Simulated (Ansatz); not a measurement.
Consider Cs$_{2}$Na.

The calculation's input:

```
crystal:
  lattice:
    - [-2.813375441, 2.813375441, 7.9727795421]
    - [2.813375441, -2.813375441, 7.9727795421]
    - [2.813375441, 2.813375441, -7.9727795421]
  atoms:
    - { symbol: Cs, position: [0.6469230551, 0.6469230551, 0.0] }
    - { symbol: Cs, position: [0.3530769449, 0.3530769449, 0.0] }
    - { symbol: Na, position: [0.0, 0.0, 0.0] }
basis:
  ecutwfc: 420
kpoints:
  mp_grid: { grid: [12, 12, 12] }
hamiltonian:
  xc: pbe
scf:
  occupations: { method: gaussian, width: 0.1 }
output:
  forces: true
  stress: true
  eigenvalues: true
  write_density: true
  write_potential: true
  elf: true
  volumetric_format: npy
relax:
  adjacent_minimum: "off"
  f_tol: 0.01
  max_steps: 80
  cell: { stress_tol: 0.05 }
```

Command:

```sh
ansatz run input.yaml --threads 1 --pin off --max-ram 2560MiB --backend cpu --events-out ev --progress --plain --runs-dir out
```

Below, planes, directions and counts refer to the conventional cell (a = 5.34 Å, b = 5.34 Å, c = 17.79 Å, α = 90.00°, β = 90.00°, γ = 90.00°).

The fields are those of the relaxed geometry.

Space group I4/mmm; started from the MoSi2 (C11b)_139 prototype, which need not be the ambient phase; computed without spin polarisation.

Method: Ansatz 0.2.0, DFT PBE, scalar-relativistic, plane waves, PAW.

Predict the valence pseudo-density and electron localisation function between the atoms.

Cs–Cs (5.00 Å): ρ is about 0.01 e/Å³ halfway; the ELF is about 0 at the midpoint: no shared electron pair shows on this line.

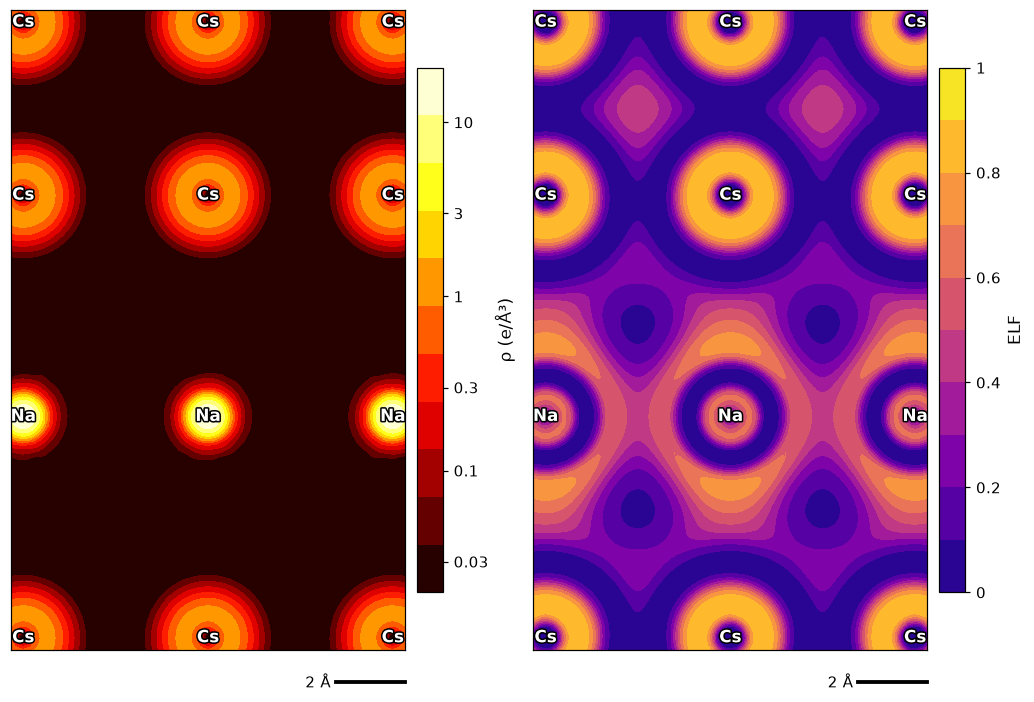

Computed valence pseudo-density and electron localisation function on the (010) plane of the conventional cell, in this order. 

The density is the valence pseudo-density of a PAW calculation; it isn't the true density close to the nuclei.
